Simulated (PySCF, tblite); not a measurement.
**C5H16AlNS: geometry, infrared bands and NMR shifts**

What infrared bands and NMR shifts should C5H16AlNS (`CSC[CH2][AlH2-][NH+](C)C`) show?

Programs: tblite 0.8.0 and PySCF 2.14.0, with density-fitted response routines of our own. Each step states its level of theory. These are calculated values for one molecule in the gas phase, unless marked as measured. Atoms are numbered from 0 throughout.

**1. Starting geometry**

24 atoms, charge 0, multiplicity 1; geometry from: force field or distance geometry start.

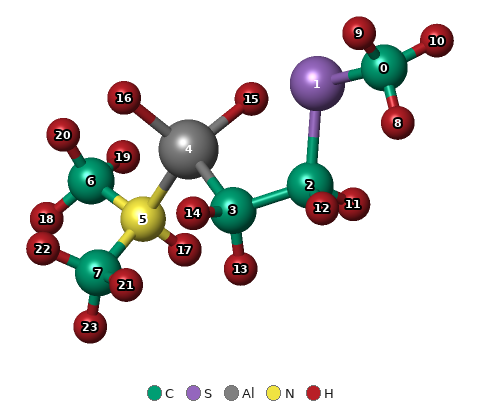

The starting geometry (carbon teal, sulfur purple, aluminium grey, nitrogen yellow, hydrogen red), atoms numbered; sticks join atoms by distance.

**2. Optimising the geometry with GFN2-xTB**

Job settings and geometry (Å):

```
{"job": {"kind": "relax", "xc": "GFN2-xTB", "basis": "xTB"}, "charge": 0, "multiplicity": 1}
C     -4.519400     0.674600    -0.345000
S     -2.733400     0.956200    -0.236200
C     -2.009700    -0.622900     0.330900
C     -0.652500    -0.879300    -0.244200
Al     0.539200     0.700900    -0.190600
N      2.247600     0.061200     0.392100
C      3.280900     1.033600     0.106600
C      2.598100    -1.128700    -0.370600
H     -4.720900    -0.413900    -0.190900
H     -4.896900     0.900000    -1.364100
H     -5.093300     1.271800     0.401000
H     -2.005300    -0.631700     1.430000
H     -2.702900    -1.412600    -0.049900
H     -0.178800    -1.651300     0.433800
H     -0.667700    -1.273600    -1.270100
H     -0.047200     1.828500     0.795800
H      0.667800     1.256500    -1.699400
H      2.209000    -0.217300     1.412200
H      4.291500     0.577900     0.008000
H      3.309700     1.783400     0.939000
H      3.037700     1.548500    -0.850200
H      1.673200    -1.726900    -0.595600
H      3.049300    -0.825200    -1.319300
H      3.312100    -1.789900     0.151200
```

On the command line:

```console
$ OMP_NUM_THREADS=1 python probes_run.py task.json out
```

This one command runs all jobs of the session in turn.

Standard output:

```text
step      E/eV     max force
  0    -709.16182    2.933
  1    -709.48888    2.045
  2    -709.64517    1.042
  3    -709.72241    0.537
  4    -709.77778    0.527
  5    -709.80856    0.426
  6    -709.83133    0.397
  7    -709.85292    0.342
  8    -709.87417    0.362
  9    -709.89153    0.359
 10    -709.90621    0.397
 11    -709.92128    0.353
 12    -709.93649    0.360
 13    -709.94904    0.358
 14    -709.95809    0.366
 15    -709.96478    0.241
 16    -709.96962    0.191
 17    -709.97398    0.166
 18    -709.97831    0.221
 19    -709.98312    0.248
 20    -709.98948    0.238
 21    -709.99802    0.300
 22    -710.00777    0.236
 23    -710.01731    0.220
 24    -710.02585    0.190
 25    -710.03301    0.224
 26    -710.03997    0.198
 27    -710.04690    0.170
 28    -710.05386    0.180
 29    -710.06180    0.204
 30    -710.07193    0.318
 31    -710.08445    0.366
 32    -710.09829    0.294
 33    -710.11219    0.316
 34    -710.12420    0.289
 35    -710.12842    0.433
 36    -710.14439    0.321
 37    -710.15560    0.225
 38    -710.17392    0.212
 39    -710.18277    0.217
 40    -710.19076    0.158
 41    -710.19392    0.194
 42    -710.19990    0.179
 43    -710.20738    0.158
 44    -710.21795    0.196
 45    -710.22627    0.186
 46    -710.23506    0.231
 47    -710.24412    0.242
 48    -710.25827    0.263
 49    -710.26839    0.195
 50    -710.27655    0.154
 51    -710.28271    0.130
 52    -710.28896    0.162
 53    -710.29480    0.160
 54    -710.29983    0.182
 55    -710.30325    0.190
 56    -710.30849    0.201
 57    -710.31311    0.170
 58    -710.32101    0.148
 59    -710.32466    0.146
 60    -710.33138    0.179
 61    -710.33702    0.184
 62    -710.34426    0.161
 63    -710.35054    0.189
 64    -710.35668    0.153
 65    -710.36231    0.161
 66    -710.36759    0.184
 67    -710.37348    0.182
 68    -710.38121    0.176
 69    -710.38729    0.137
 70    -710.39378    0.153
 71    -710.39929    0.160
 72    -710.40459    0.143
 73    -710.40959    0.195
 74    -710.41367    0.120
 75    -710.41789    0.149
 76    -710.42218    0.153
 77    -710.42777    0.173
 78    -710.43291    0.173
 79    -710.43943    0.166
 80    -710.44504    0.212
 81    -710.45127    0.228
 82    -710.45748    0.191
 83    -710.46280    0.161
 84    -710.46609    0.210
 85    -710.46972    0.137
 86    -710.47267    0.117
 87    -710.47553    0.109
 88    -710.47714    0.091
 89    -710.47935    0.088
 90    -710.48128    0.086
 91    -710.48365    0.091
 92    -710.48609    0.098
 93    -710.48855    0.114
 94    -710.49127    0.137
 95    -710.49397    0.119
 96    -710.49667    0.091
 97    -710.49854    0.092
 98    -710.49999    0.100
 99    -710.50130    0.087
100    -710.50315    0.084
101    -710.50450    0.076
102    -710.50543    0.064
103    -710.50618    0.068
104    -710.50705    0.059
105    -710.50789    0.076
106    -710.50854    0.065
107    -710.50899    0.055
108    -710.50938    0.069
109    -710.50982    0.066
110    -710.51044    0.075
111    -710.51137    0.083
112    -710.51268    0.071
113    -710.51418    0.088
114    -710.51558    0.078
115    -710.51675    0.085
116    -710.51782    0.076
117    -710.51870    0.048
118    -710.51930    0.053
119    -710.51972    0.047
120    -710.52013    0.048
121    -710.52059    0.051
122    -710.52106    0.039
123    -710.52147    0.041
124    -710.52182    0.037
125    -710.52218    0.045
126    -710.52267    0.048
127    -710.52310    0.040
128    -710.52341    0.037
129    -710.52364    0.034
130    -710.52385    0.029
131    -710.52402    0.026
132    -710.52418    0.031
133    -710.52433    0.031
134    -710.52447    0.026
135    -710.52458    0.022
136    -710.52467    0.020
137    -710.52476    0.021
138    -710.52488    0.024
139    -710.52502    0.024
140    -710.52515    0.023
141    -710.52525    0.021
142    -710.52534    0.018
143    -710.52543    0.016
144    -710.52551    0.022
145    -710.52557    0.021
146    -710.52563    0.015
147    -710.52568    0.016
148    -710.52572    0.016
149    -710.52577    0.016
150    -710.52584    0.020
151    -710.52594    0.021
152    -710.52605    0.023
153    -710.52618    0.027
154    -710.52634    0.029
155    -710.52655    0.030
156    -710.52683    0.035
157    -710.52712    0.037
158    -710.52733    0.029
159    -710.52747    0.029
160    -710.52758    0.020
161    -710.52769    0.026
162    -710.52779    0.023
163    -710.52786    0.014
164    -710.52789    0.014
165    -710.52791    0.012
166    -710.52794    0.009
```

Run time: 3.1 s. Hardware: 1 thread of Arm Neoverse N1, shared host.

Relaxation path: (not every step is listed)

```
step  energy from step 0 (eV)  largest force (eV/Å)
   0                   0.0000                2.9333
   1                  -0.3271                2.0453
   2                  -0.4833                1.0417
   3                  -0.5606                0.5368
   4                  -0.6160                0.5268
   5                  -0.6467                0.4264
   6                  -0.6695                0.3971
   7                  -0.6911                0.3418
   8                  -0.7124                0.3623
  23                  -0.8555                0.2204
  38                  -1.0121                0.2116
  53                  -1.1330                0.1596
  68                  -1.2194                0.1760
  83                  -1.3010                0.1611
  98                  -1.3382                0.1000
 113                  -1.3524                0.0878
 128                  -1.3616                0.0374
 143                  -1.3636                0.0160
 158                  -1.3655                0.0288
 161                  -1.3659                0.0262
 162                  -1.3660                0.0227
 163                  -1.3660                0.0145
 164                  -1.3661                0.0140
 165                  -1.3661                0.0118
 166                  -1.3661                0.0094
```

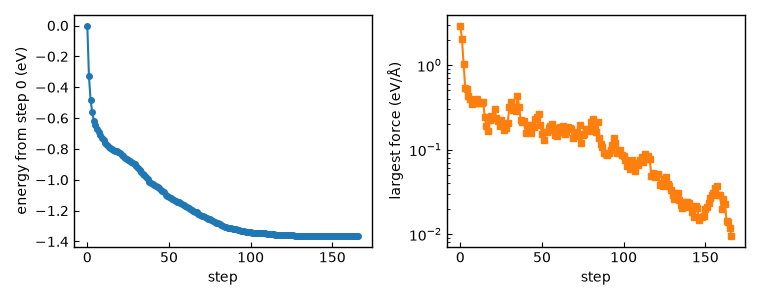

Energy and largest force along the relaxation.

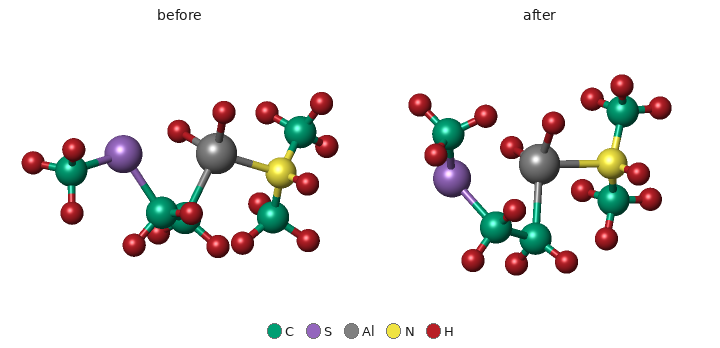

The geometry before (left) and after (right).

Distances of close pairs at the start and the end, largest changes first:

```
   bond  before (Å)  after (Å)  change (Å)
 S1–Al4       3.283      2.555      -0.728
 Al4–N5       1.915      2.046      +0.131
 C3–Al4       1.980      2.042      +0.062
Al4–H16       1.613      1.572      -0.041
 N5–H17       1.058      1.018      -0.041
 C7–H21       1.124      1.088      -0.036
  C2–C3       1.496      1.530      +0.034
 C6–H19       1.121      1.087      -0.033
```

The end geometry stands in the next job.

**3. Harmonic vibrations with GFN2-xTB**

Job settings and geometry (Å):

```
{"job": {"kind": "ir", "xc": "GFN2-xTB", "basis": "xTB"}, "charge": 0, "multiplicity": 1}
C     -3.364995     1.296966    -0.206705
S     -2.427603     0.058930    -1.148451
C     -2.156004    -1.227883     0.120182
C     -0.685979    -1.642521     0.026548
Al     0.010553     0.228363    -0.403378
N      1.931362     0.095273     0.288383
C      2.544281     1.404094     0.158190
C      2.638602    -0.920401    -0.473808
H     -4.247726     0.826330     0.215025
H     -3.656673     2.070937    -0.908498
H     -2.732076     1.713883     0.572155
H     -2.369602    -0.760730     1.081568
H     -2.876499    -2.031149    -0.054352
H     -0.450804    -2.264416     0.901973
H     -0.592969    -2.318690    -0.839456
H     -0.404634     1.343890     0.643685
H      0.433656     0.617249    -1.866785
H      1.935324    -0.167394     1.271395
H      3.597277     1.404727     0.455864
H      1.991271     2.115763     0.766755
H      2.463266     1.716185    -0.881330
H      2.160076    -1.884421    -0.311138
H      2.550987    -0.671804    -1.530844
H      3.697174    -0.983416    -0.202492
```

Standard output:

```text
mode    cm-1     km/mol
  1      45.1      0.48
  2      82.0      4.96
  3      86.1      1.12
  4      99.7      2.64
  5     123.7      0.21
  6     143.0      1.64
  7     158.7      1.31
  8     165.1      2.44
  9     176.5      7.06
 10     194.8      1.06
 11     242.2      3.32
 12     275.2     14.65
 13     297.3      1.01
 14     371.7     13.76
 15     383.3     17.18
 16     427.7     32.93
 17     529.2     82.93
 18     590.8     33.13
 19     679.1     43.18
 20     701.8     24.88
 21     721.6     81.88
 22     741.0    248.68
 23     776.3    781.49
 24     843.2     12.44
 25     932.4    116.38
 26     939.8      0.57
 27     944.6     10.35
 28     968.0      9.17
 29    1005.8     19.86
 30    1011.5      5.12
 31    1057.1      1.31
 32    1063.6     16.02
 33    1114.4     23.30
 34    1173.1     11.46
 35    1201.7     21.03
 36    1231.0      1.92
 37    1245.2     18.05
 38    1249.0      9.21
 39    1305.3      0.33
 40    1358.9     16.84
 41    1408.1      1.00
 42    1418.7      4.59
 43    1440.6      3.93
 44    1445.4      3.06
 45    1454.1      6.14
 46    1463.1      1.78
 47    1471.0     12.33
 48    1474.5      5.55
 49    1475.5      5.68
 50    1485.8     23.24
 51    1583.2    267.56
 52    1643.8    265.85
 53    2846.6     61.36
 54    2881.0     56.58
 55    2930.0     62.67
 56    2943.4     15.17
 57    2946.4    108.79
 58    2972.7     19.62
 59    3010.2      2.40
 60    3014.4      6.07
 61    3025.3     10.02
 62    3026.7     16.23
 63    3035.2      7.58
 64    3035.7     12.28
 65    3060.7      3.91
 66    3319.3      5.48
```

Run time: 2.2 s. Hardware: 1 thread of Arm Neoverse N1, shared host.

The strongest bands and the atoms that carry them (share of the mass-weighted mode):

```
cm⁻¹  km/mol                                  atoms
 529    82.9  C3 26 %, H15 21 %, Al4 18 %, H14 17 %
 722    81.9   C0 35 %, S1 21 %, H16 18 %, H15 14 %
 741   248.7   H16 31 %, H15 25 %, C0 19 %, S1 12 %
 776   781.5                     H15 62 %, H16 26 %
 932   116.4                               H17 62 %
1583   267.6                               H15 96 %
1644   265.9                               H16 96 %
2946   108.8                     H18 71 %, H23 23 %
```

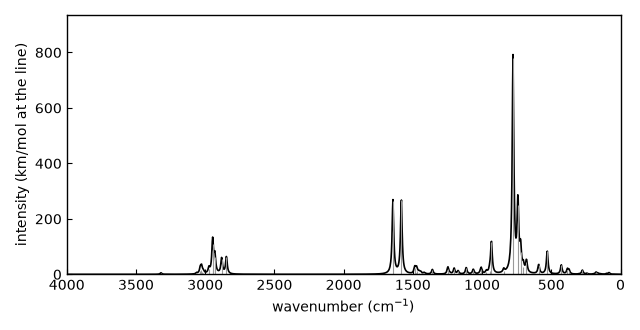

The infrared spectrum from these modes, unscaled. Lines are broadened to a width of 14 cm⁻¹ (Lorentzian).

**4. Shielding tensors: PBE0/pcSseg-1**

Settings changed since step 3:

```diff
@@ -1,2 +1,2 @@
-{"job": {"kind": "ir", "xc": "GFN2-xTB", "basis": "xTB"}, "charge": 0, "multiplicity": 1}
+{"job": {"kind": "nmr", "xc": "PBE0", "basis": "pcSseg-1"}, "charge": 0, "multiplicity": 1}
 C     -3.364995     1.296966    -0.206705
```

With the program's defaults for keys left out, this is: GIAO PBE0/pcSseg-1 NMR shielding, non-relativistic, gas phase.

Standard output:

```text
coarse grid: 19664 points
cycle   1  E = -894.7976121496  dE =  5.701e-01  |g| = 4.512e-01  |ddm| = 4.154e+00
cycle   2  E = -894.7947030111  dE =  2.909e-03  |g| = 4.794e-01  |ddm| = 1.058e+00
cycle   3  E = -894.8561173697  dE = -6.141e-02  |g| = 6.845e-02  |ddm| = 5.801e-01
cycle   4  E = -894.8572145727  dE = -1.097e-03  |g| = 2.642e-02  |ddm| = 1.003e-01
cycle   5  E = -894.8573877180  dE = -1.731e-04  |g| = 7.074e-03  |ddm| = 3.110e-02
cycle   6  E = -894.8573997134  dE = -1.200e-05  |g| = 1.856e-03  |ddm| = 7.339e-03
cycle   7  E = -894.8574005248  dE = -8.114e-07  |g| = 3.722e-04  |ddm| = 2.061e-03
final grid: 176624 points
cycle   8  E = -894.9058250837  dE = -5.479e-05  |g| = 1.064e-02  |ddm| = 3.847e-02
cycle   9  E = -894.9058115389  dE =  1.354e-05  |g| = 1.297e-02  |ddm| = 1.994e-02
cycle  10  E = -894.9058533180  dE = -4.178e-05  |g| = 9.852e-04  |ddm| = 1.164e-02
cycle  11  E = -894.9058535464  dE = -2.284e-07  |g| = 2.493e-04  |ddm| = 1.147e-03
cycle  12  E = -894.9058535599  dE = -1.352e-08  |g| = 7.247e-05  |ddm| = 2.621e-04
cycle  13  E = -894.9058535611  dE = -1.234e-09  |g| = 2.555e-05  |ddm| = 1.047e-04
cycle  14  E = -894.9058535613  dE = -1.662e-10  |g| = 3.940e-06  |ddm| = 2.762e-05
converged SCF energy = -894.9058535613

GIAO shielding tensors (ppm)
atom      isotropic    diamagn.    paramagn.     s11        s22        s33       span
  0 C      159.513     251.614     -92.101    137.696    153.636    187.206     49.510
  1 S      564.436    1060.000    -495.564    410.522    532.289    750.497    339.974
  2 C      142.868     253.396    -110.528    112.246    144.712    171.647     59.401
  3 C      176.905     252.615     -75.710    152.918    178.257    199.540     46.622
  4 Al     454.716     795.708    -340.992    403.477    474.655    486.016     82.539
  5 N      219.901     324.156    -104.255    200.447    206.587    252.669     52.222
  6 C      148.896     245.004     -96.108    125.086    135.947    185.655     60.569
  7 C      148.959     245.660     -96.701    125.534    134.964    186.379     60.844
  8 H       29.752      28.588       1.165     24.693     27.208     37.355     12.662
  9 H       29.956      29.424       0.533     24.759     26.447     38.664     13.905
 10 H       29.165      31.795      -2.630     23.967     29.497     34.030     10.063
 11 H       29.437      33.783      -4.347     25.072     29.863     33.375      8.302
 12 H       27.899      30.495      -2.596     21.660     27.345     34.692     13.031
 13 H       31.393      33.394      -2.001     26.204     29.360     38.616     12.412
 14 H       30.755      33.188      -2.433     26.763     30.108     35.392      8.629
 15 H       27.929      33.087      -5.158     23.143     29.655     30.989      7.846
 16 H       27.633      32.426      -4.793     22.855     29.067     30.978      8.122
 17 H       30.580      35.083      -4.503     24.382     27.725     39.632     15.250
 18 H       29.593      27.349       2.244     25.047     26.939     36.794     11.746
 19 H       28.664      29.743      -1.079     23.516     27.631     34.846     11.330
 20 H       29.194      29.556      -0.363     25.138     28.275     34.168      9.030
 21 H       28.992      30.483      -1.491     23.283     29.496     34.197     10.914
 22 H       29.134      29.874      -0.741     25.275     28.250     33.876      8.602
 23 H       29.596      27.659       1.937     24.983     26.981     36.824     11.841
```

It took 1.9 min on 1 thread of Arm Neoverse N1, shared host; peak memory 1.1 GiB.

Shifts follow as δ = σ(reference) − σ, with reference shieldings (ppm) from runs at the same level and on the same kind of geometry: 1H TMS 31.72, 13C TMS 186.9, 15N NH3 267.7, 33S CS2 504, 27Al AlH4- 490.0. The references are single molecules in the gas phase, so shifts against H2O, NH3, PH3, H3PO4 or CFCl3 are not on the usual liquid scales and can be off by tens of ppm. Shifts against hydride references such as AlH4− lie on their own scale. Atoms listed in one row are averaged.

```
                       atoms                                     environment  σ (ppm)  δ (ppm)
                          C2                             sp3 CH2 bonded to S    142.9     44.1
                      C6, C7                       methyl carbon bonded to N    148.9     38.0
                          C0                       methyl carbon bonded to S    159.5     27.4
                          C3                            sp3 CH2 bonded to Al    176.9     10.0
                    H15, H16                                                    27.78     3.94
                    H11, H12              hydrogen on an sp3 CH2 bonded to S    28.67     3.05
H18, H19, H20, H21, H22, H23         hydrogen on a methyl carbon bonded to N    29.20     2.52
                 H8, H9, H10         hydrogen on a methyl carbon bonded to S    29.62     2.09
                         H17  hydrogen on a donor nitrogen of a Lewis adduct    30.58     1.14
                    H13, H14             hydrogen on an sp3 CH2 bonded to Al    31.07     0.64
                          S1                                                      564      -61
                         Al4                                                    454.7     35.3
                          N5                donor nitrogen of a Lewis adduct    219.9     47.8
```

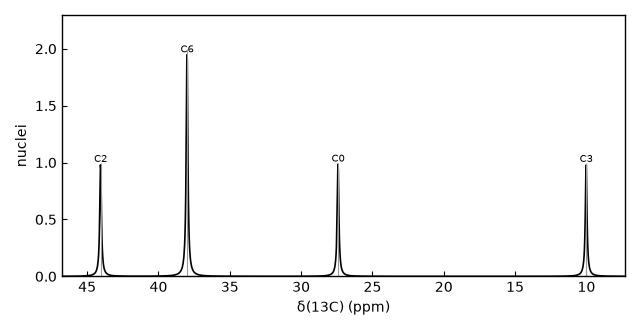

13C lines at the computed shifts, without couplings. Lines are broadened to a width of 0.14 ppm (Lorentzian).

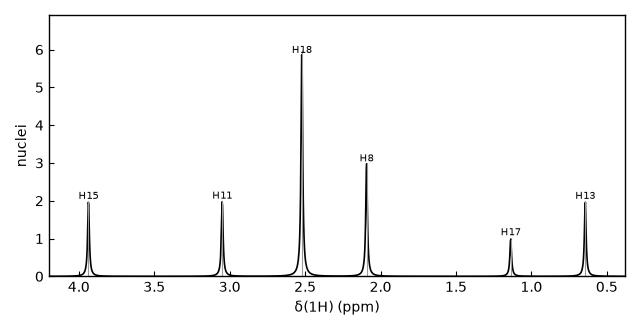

1H lines at the computed shifts, without couplings. Lines are broadened to a width of 0.01 ppm (Lorentzian).

Charges from the same density, by scheme (e):

```
 atoms  Mulliken    IAO  Hirshfeld  ESP fit
    C0     -0.37  -0.50      -0.11    -0.42
    S1     -0.10   0.20       0.09    -0.15
    C2     -0.32  -0.31      -0.07     0.16
    C3     -0.60  -0.62      -0.24    -0.75
   Al4      0.76   0.48       0.24     0.67
    N5     -0.62  -0.32      -0.07    -0.14
C6, C7     -0.12  -0.31      -0.05    -0.27
```

Mulliken charges:

C0 -0.37; S1 -0.10; C2 -0.32; C3 -0.60; Al4 0.76; N5 -0.62; C6 -0.12; C7 -0.12; H8 0.15; H9 0.15; H10 0.17; H11 0.16; H12 0.15; H13 0.11; H14 0.12; H15 -0.31; H16 -0.26; H17 0.23; H18 0.11; H19 0.15; H20 0.15; H21 0.15; H22 0.15; H23 0.12

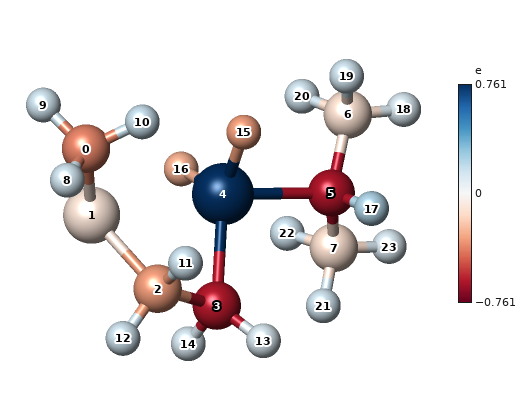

Mulliken charges, as colours on the atoms.

Mayer bond orders: C0–S1 0.98, S1–C2 0.95, C2–C3 1.01, C3–Al4 0.71, Al4–N5 0.34, N5–C6 0.93, N5–C7 0.93.

Orbitals, density, ELF and potential are computed afterwards from the orbital file.

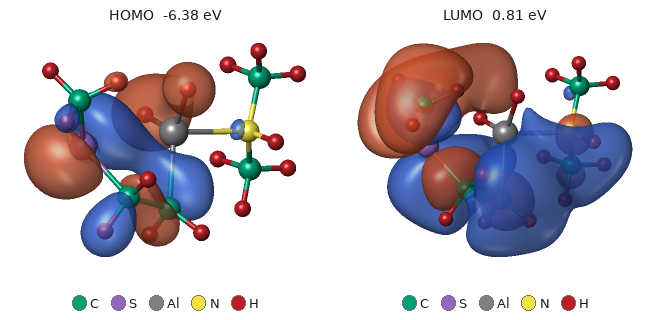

PBE0/pcSseg-1 orbitals near the gap, drawn at the value that encloses 70 % of each; the two colours are the two signs.

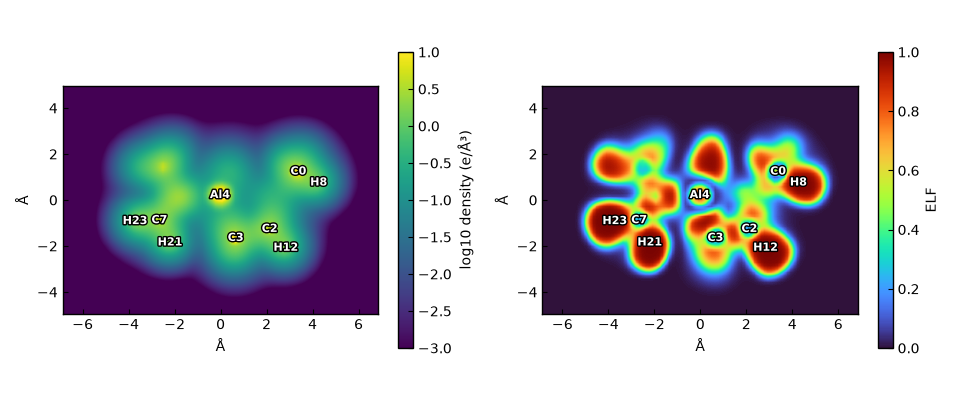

Density (left) and ELF (right) in a plane through or near 9 of the atoms.

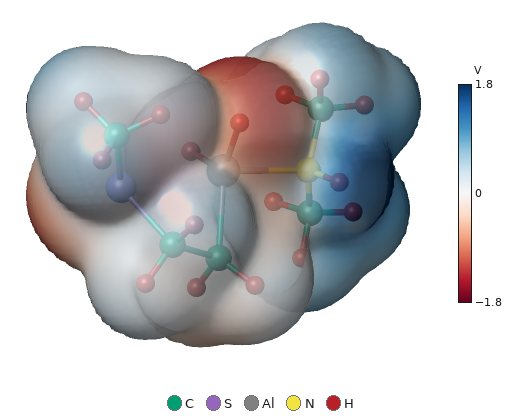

Electrostatic potential on the surface of density 0.002 e/bohr³; red is low, blue high. It runs from -1.54 to 1.80 V.

**5. Outcome**

| quantity | value |
| --- | --- |
| strongest single infrared mode (GFN2-xTB) | 776 cm⁻¹, 781 km/mol |
| zero-point energy (GFN2-xTB) | 123.6 kcal/mol |
| 13C shifts against TMS (PBE0/pcSseg-1, means over atoms taken as alike) | 44.1, 38.0, 27.4, 10.0 ppm |
| 1H shifts against TMS (PBE0/pcSseg-1, means over atoms taken as alike) | 3.94, 3.05, 2.52, 2.09, 1.14, 0.64 ppm |
| 33S shifts against CS2 (PBE0/pcSseg-1) | -61 ppm |
| 27Al shifts against AlH4- (PBE0/pcSseg-1) | 35.3 ppm |
| 15N shifts against NH3 (PBE0/pcSseg-1) | 47.8 ppm |
| surface potential, least and greatest | -1.54 V and 1.80 V |

Over 166 steps the energy fell by 1.366 eV; of the close pairs, S1–Al4 changed most, 3.283 to 2.555 Å. All 66 modes are real, so the xTB geometry is a minimum. The strongest single mode, at 776 cm⁻¹, moves mainly H15. GFN2-xTB is a fitted tight-binding method: band positions and strengths are rough. Its intensities can rank the bands wrongly. At PBE0/pcSseg-1: The widest tensor belongs to S1: span 340 ppm, with a paramagnetic part of -496 ppm.
